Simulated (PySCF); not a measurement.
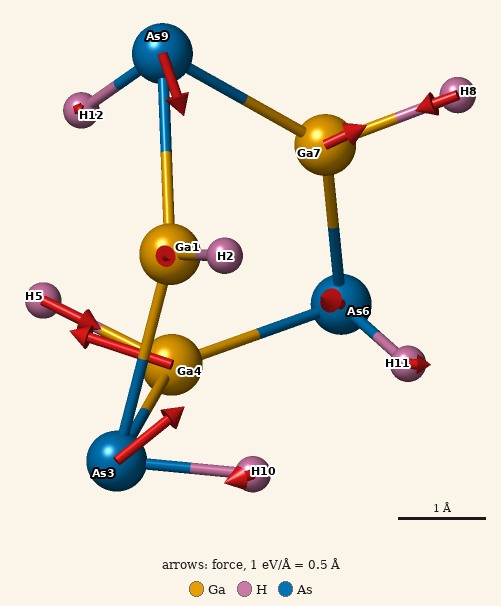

Starting geometry of Ga₃As₃H₆ with the computed forces as red arrows. The picture is a ball-and-stick view, seen from a free direction.

The start comes from GFN2-xTB. Its atoms were then displaced at random by about 0.03 Å.

Theory: PBE0-D3(BJ)/def2-SVP geometry optimisation, gas phase in PySCF 2.14.0, density-fitted response routines. 

### Is this structure relaxed? If not, where do the atoms go?

It isn't relaxed: the largest force vector, on Ga4, is 2.55 eV/Å. The final displacements follow the starting forces only in part (cosine between the two patterns 0.49). The energy falls by 20.1 kcal/mol in 10 geometry steps. The atom that moves furthest after the best rigid fit is H12 (0.32 Å). Largest moves by element: H 0.32 Å, Ga 0.32 Å, As 0.28 Å. Some distances before and after: Ga4–As9 4.014 → 3.569 Å, Ga4–H5 1.774 → 1.577 Å, Ga1–As3 2.598 → 2.427 Å, Ga1–As9 2.585 → 2.447 Å. Among the angles between lasting bonds that change: As6–Ga7–As9 135.5° → 120.7°, Ga4–As3–H10 82.8° → 96.8°, Ga4–As6–H11 84.1° → 97.4°.
